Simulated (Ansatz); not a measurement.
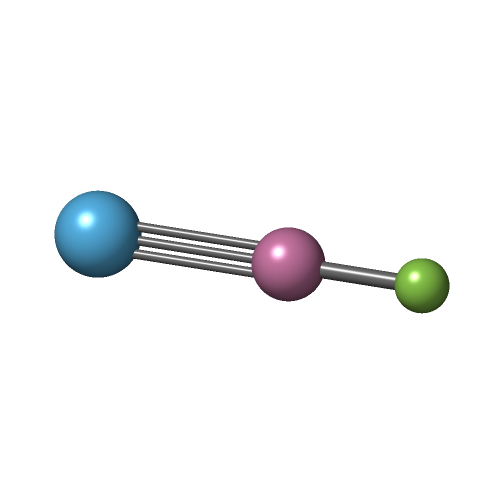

The picture shows a molecular structure as a ball-and-stick model. Double and triple bonds are drawn as two and three sticks. Colours: carbon pink, phosphorus blue, hydrogen green.

Give the formula.

Answer. CHP, 3 atoms: 1 carbon, 1 hydrogen and 1 phosphorus.

How many bonds of each kind are drawn?

Answer. 1 C–P, 1 C–H.

More results for the same structure follow; atom numbers are the same in all pictures, views and colours differ. Computed geometry: PBE0-D4/def2-TZVP optimisation.

**Geometry**

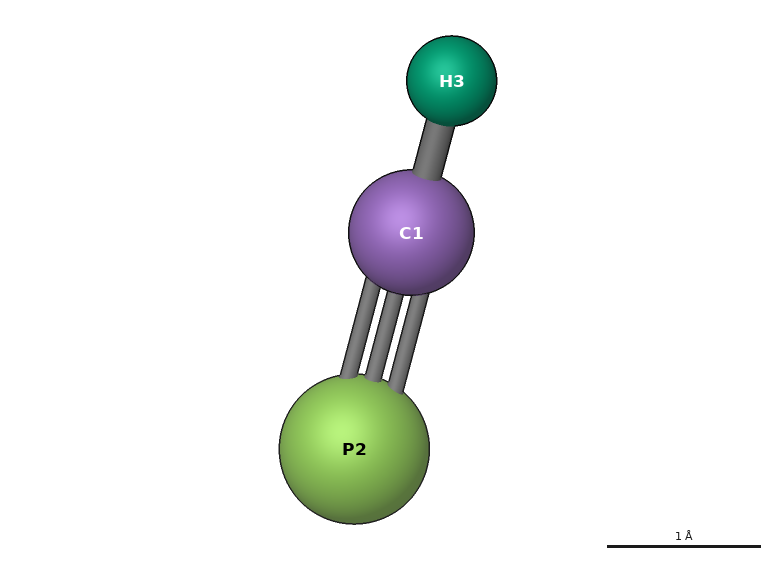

Atoms carry their numbers in the input.

Which atoms are bonded, and how long are the bonds?

| bond | length (Å) | order |
| --- | --- | --- |
| C1–P2 | 1.531 | triple |
| C1–H3 | 1.073 | single |

**Vibrations**

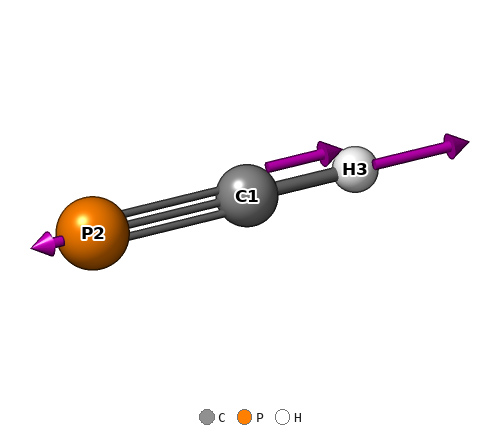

The arrows show one normal mode. Harmonic vibrations computed with RKS PBE0-D4/def2-TZVP (Ansatz 0.2.0) at a stationary point of the same level.

What kind of motion is it?

Answer. Mostly C–P stretching.

At what wavenumber does it lie?

Answer. 1365 cm⁻¹; it is mode 3 of 4 counted from the lowest.

**Electronic properties**

Level of theory: RKS ωB97M-V/def2-TZVPP (Ansatz 0.2.0).

Estimate the HOMO energy (Kohn–Sham orbital).

Answer. −10.26 eV.

What is the vertical ionisation energy?

Answer. 10.59 eV.

Give the dipole moment at this level.

Answer. 0.27 D.

Estimate the HOMO–LUMO gap.

Answer. 11.03 eV.

**Charges**

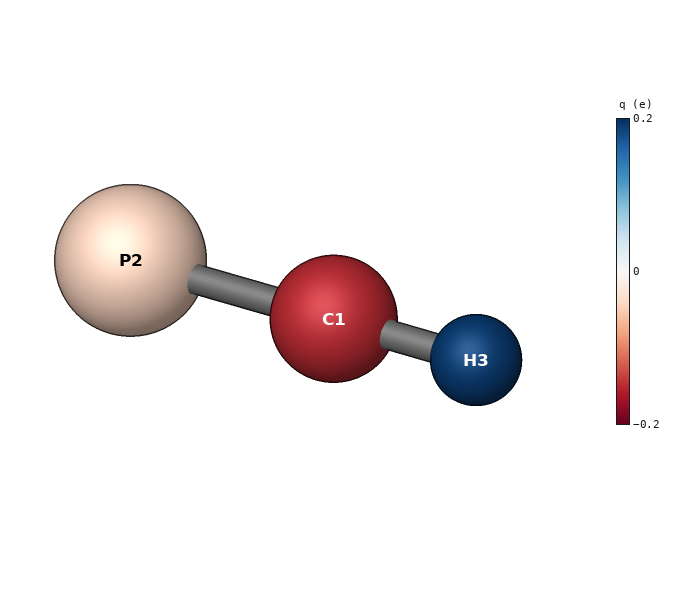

Atoms are coloured by their Mulliken charges. Level of theory: RKS PBE0-D4/def2-TZVP (Ansatz 0.2.0).

Give the Mulliken charges atom by atom.

```tsv
atom	value (e)
C1	−0.15
P2	−0.04
H3	0.19
```

Mulliken values depend strongly on the basis set and can even reverse the polarity of a bond.
